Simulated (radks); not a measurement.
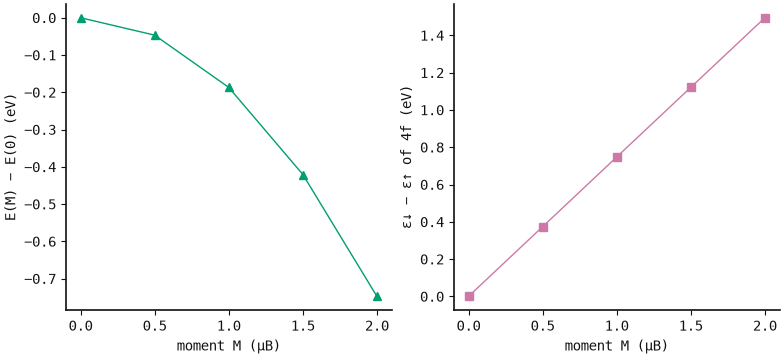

For Er⁺ in [Xe] 4f12 6s1, the spin moment of the 4f shell is fixed at a series of values. Theory: scalar-relativistic Kohn-Sham, PBEsol, spin-polarised, spherical densities, finite nucleus (computed with the in-house radial solver radks). The plot shows the energy and the exchange splitting.

**What is the spin-polarisation energy, and which exchange integral follows?**

The energy falls with the moment, to −0.748 eV at M = 2 μB, the largest moment run, in line with Hund's first rule (at fractional spins the functional's fractional-spin error adds to the fall). A fit E = −I M²/4 gives an exchange integral I of about 0.75 eV, and the exchange splitting grows nearly in proportion to M, to 1.49 eV (0.75 eV per μB).
